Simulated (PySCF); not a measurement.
# C$_{6}$H$_{13}$Si (doublet): what the fields show

```xyz
20

C     3.0031    0.3000    0.4081
C     2.0874   -0.8991    0.4857
C     0.8145   -0.9101    0.2434
Si   -0.7919   -0.1476   -0.2261
C    -0.6441    1.7311   -0.5970
C    -1.4349   -1.0270   -1.7907
C    -2.0125   -0.3877    1.2186
H     3.4679    0.4691    1.3781
H     3.7911    0.1119   -0.3194
H     2.4460    1.1849    0.1156
H     2.6019   -1.8133    0.7791
H    -0.2791    2.2724    0.2705
H    -1.6052    2.1558   -0.8721
H     0.0451    1.9140   -1.4156
H    -1.5415   -2.0942   -1.6243
H    -0.7545   -0.8922   -2.6259
H    -2.4054   -0.6430   -2.0914
H    -1.6647    0.1146    2.1159
H    -2.9941    0.0102    0.9782
H    -2.1343   -1.4393    1.4578
```

Geometry: GFN2-xTB.

Level of theory: UKS B3LYP, pcH-1 on C H Si, non-relativistic, mean-field spin-orbit, GIAO in PySCF.

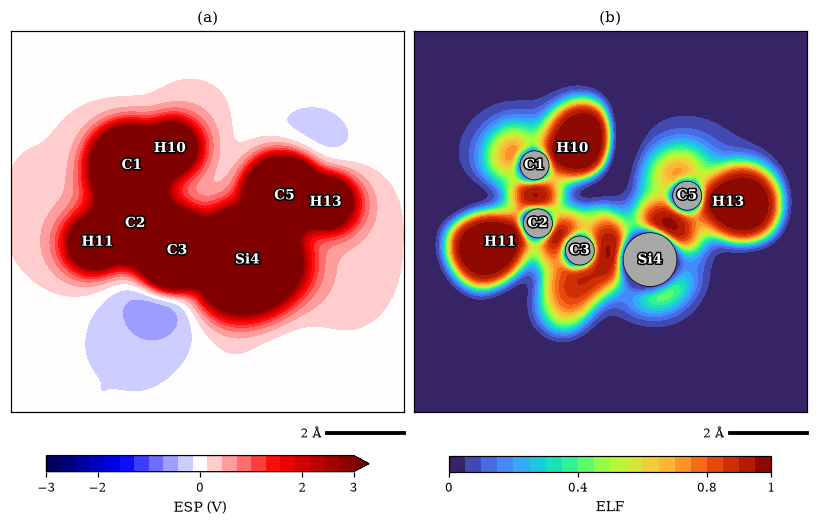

Figure 1. (a) electrostatic potential; (b) ELF on the plane of atoms Si4, C5 and H13. Grey discs cover the atomic cores in the ELF map.

Question: What does the map show?

Answer: Atoms in the plane: C, Si and H. C–C (1.30 Å): the ELF peaks at about 0.90 between the atoms; a short, multiple covalent bond. C–Si (1.84 Å): the ELF peaks at about 0.95 between the atoms: a covalent bond. C–H (1.09 Å): the ELF climbs to about 1 towards the hydrogen, as it does in any bond to H (a covalent bond by its length). C–Si (1.92 Å): the ELF peaks at about 0.95 between the atoms; localised, covalent bonding. Outside the dense part of the molecule the potential is most negative (−0.7 V) near C3.

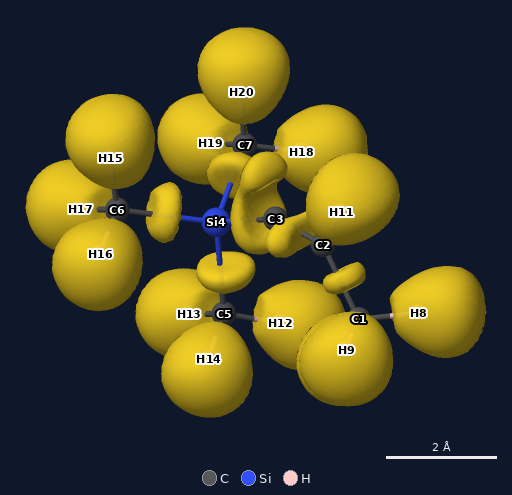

Figure 2. Isosurface of the ELF at 0.85 (yellow), seen at an oblique angle. Only the valence region is drawn (cores and ρ < 0.01 e/Å³ removed).

Question: Where are the electrons localised?

Answer: The ELF exceeds this value in two regions between bonded C–C atoms (shared pairs), four regions between bonded C–Si atoms (shared pairs) and 13 regions around hydrogen nuclei.

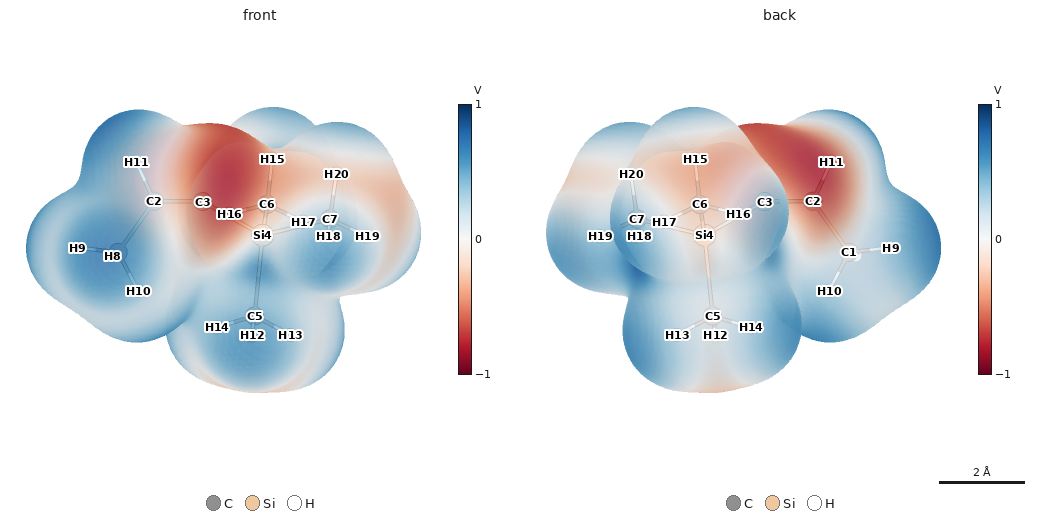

Figure 3. The electrostatic potential painted on the density surface at 0.002 e/bohr³, seen from the front and from behind; red is negative and blue positive.

Question: Where is the surface potential most negative and most positive?

Answer: The most negative region (about −0.8 V) lies over C2 and C3, the most positive (about +0.7 V) over Si4, H8, H9 and H11.
